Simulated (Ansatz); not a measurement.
# C₂H₈AlFSi: small, medium and large basis sets

Aim: see how fast density functionals converge with the basis set for C₂H₈AlFSi.

The runs use Ansatz 0.2.0, Gaussian basis; one geometry, several basis sets.

Plan: PBE0-D4/def2-SVP; ωB97M-V/def2-SVP; PBE0-D4/def2-QZVPP; ωB97M-V/def2-QZVPP; the functionals' def2-TZVPP values are taken from earlier runs.

## 1. Structure used throughout

An earlier PBE0-D4 in a triple-zeta def2 set relaxation fixed the geometry.

SMILES `C[Si](C)(F)[AlH2]`, 13 atoms, charge 0, spin multiplicity 1.

Atoms are counted from 1 here; the program's logs count them from 0.

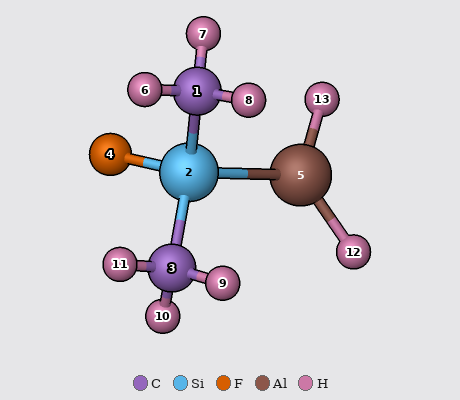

The structure; carbon purple, silicon blue, fluorine orange, aluminium brown, hydrogen pink; atoms are numbered from 1 in the order of the file.

Coordinates:

```mol
C2H8AlFSi
  3D, bonds by distance, orders not assigned

 13 12  0  0  0  0  0  0  0  0999 V2000
   -1.7720    0.1148   -0.2107 C   0  0
    0.0857    0.1573   -0.4170 Si  0  0
    0.7592   -1.5849   -0.4034 C   0  0
    0.3772    0.7588   -1.8967 F   0  0
    1.2095    1.6831    1.1882 Al  0  0
   -2.2284   -0.5107   -0.9837 H   0  0
   -2.2060    1.1147   -0.2805 H   0  0
   -2.0435   -0.3034    0.7633 H   0  0
    0.5822   -2.0535    0.5693 H   0  0
    1.8354   -1.6022   -0.5891 H   0  0
    0.2694   -2.1950   -1.1680 H   0  0
    2.3598    1.1696    2.1637 H   0  0
    0.7918    3.2166    1.2796 H   0  0
  1  2  8  0
  2  3  8  0
  2  4  8  0
  2  5  8  0
  1  6  8  0
  1  7  8  0
  1  8  8  0
  3  9  8  0
  3 10  8  0
  3 11  8  0
  5 12  8  0
  5 13  8  0
M  END
```

## 2. PBE0-D4 in def2-SVP

The input, in.yaml:

```yaml
crystal:
  periodic: [false, false, false]
  atoms:
    - {symbol: C, position_ang: [-1.771979, 0.114796, -0.210684]}
    - {symbol: Si, position_ang: [0.085651, 0.157292, -0.417006]}
    - {symbol: C, position_ang: [0.759167, -1.584911, -0.403392]}
    - {symbol: F, position_ang: [0.377246, 0.758846, -1.896740]}
    - {symbol: Al, position_ang: [1.209544, 1.683115, 1.188225]}
    - {symbol: H, position_ang: [-2.228411, -0.510683, -0.983726]}
    - {symbol: H, position_ang: [-2.206038, 1.114678, -0.280525]}
    - {symbol: H, position_ang: [-2.043493, -0.303446, 0.763281]}
    - {symbol: H, position_ang: [0.582236, -2.053542, 0.569294]}
    - {symbol: H, position_ang: [1.835406, -1.602246, -0.589095]}
    - {symbol: H, position_ang: [0.269437, -2.194953, -1.168033]}
    - {symbol: H, position_ang: [2.359845, 1.169647, 2.163727]}
    - {symbol: H, position_ang: [0.791789, 3.216608, 1.279574]}
basis:
  gaussian: {orbitals: def2-SVP}
hamiltonian: {xc: pbe0, dispersion: d4}
output: {orbitals: {seedname: orbitals}}
```

Run with:

```
ansatz run in.yaml --threads 4 --pin off --events-out ev --progress --plain --max-ram 10444MiB
```

After this run come: ωB97M-V in def2-SVP; PBE0-D4 in def2-QZVPP; ωB97M-V in def2-QZVPP.

Q: Predict the results of all the runs planned. Wanted: PBE0-D4: double and triple zeta above quadruple; ωB97M-V: double and triple zeta above quadruple.

The runs gave:

| quantity | value |
| --- | --- |
| PBE0-D4: double and triple zeta above quadruple | 11.84, 0.75 eV |
| ωB97M-V: double and triple zeta above quadruple | 12.06, 0.73 eV |

**Reading.** For PBE0-D4 the step from double to triple zeta gains 11.08 eV and the next only 0.75 eV. Total energies overstate the basis error of differences, where much of it tends to cancel.
